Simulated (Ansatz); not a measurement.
```xyz
8

C     0.0641   -0.7671    0.6508
Ga    0.5387    0.4204    2.1366
S    -0.8816    1.9777    2.8029
H     0.8015   -0.6644   -0.1612
H     0.0904   -1.8163    0.9855
H    -0.9354   -0.5512    0.2475
H     1.8734    0.4001    2.9538
H    -1.8376    1.6723    1.8981
```

Geometry: PBE0-D3(BJ)/def2-SVP.

Method: Ansatz, isolated molecule in a Gaussian basis; Kohn-Sham density functional theory, functional PBE0.

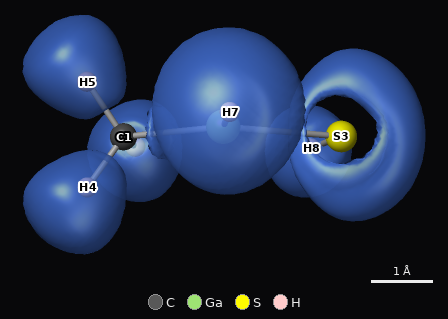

CH5GaS (SMILES [CH3][GaH][SH]). Isosurface of the ELF at 0.85 (blue), seen from one side. Core shells and regions of very low density are left out.

Q: Describe the localisation domains.

A: At this value the surface marks out five regions around hydrogen nuclei, one lobe of the valence shell of C pointing towards Ga (polar bonds) and one region wrapped around S (its valence shell).

Values along the shortest contacts:
C–Ga (1.96 Å): the ELF peaks at about 0.90 in the valence shell of C, 0.7 Å from its nucleus, and is about 0.55 at the midpoint. Ga–S (2.21 Å): the ELF peaks at about 0.85 in the valence shell of S, 0.9 Å from its nucleus, and is about 0.70 at the midpoint.
